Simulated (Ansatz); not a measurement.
**Sn: Sn → Ir**

Take Sn (space group I4_1/amd, No. 141; a = 5.8862 Å, c = 3.1837 Å) as the base.

Now apply this change: Ir takes the place of Sn on all its sites; the structure is relaxed again.

Computed with DFT with r2SCAN, PAW potentials and a 500 eV plane-wave cutoff in Ansatz (an electronic-structure program), without spin-orbit coupling. k-mesh 19×19×19 (Γ-centred); smearing 0.05 eV (Fermi–Dirac), for the changed cell.

```tsv
quantity	base	changed	shift
volume per atom	27.58 Å³	15.90 Å³	-11.674 Å³
density	7.15 g/cm³	20.07 g/cm³	+12.92 g/cm³
lattice parameter a	5.886 Å	4.819 Å	-1.067 Å
c/a ratio	0.541	0.569	+0.028
shortest interatomic distance	3.049 Å	2.505 Å	-0.544 Å
band gap	zero	zero	–
```

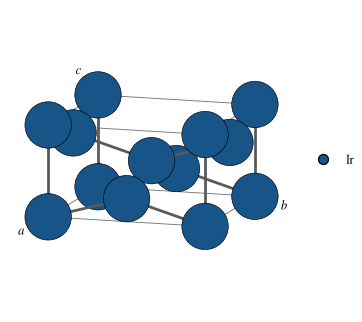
*The relaxed conventional cell after the change*

No phonon test of stability was made. As relaxed here, Ir is a hypothetical phase, not in the database extracts checked. The final runs are not spin-polarised.
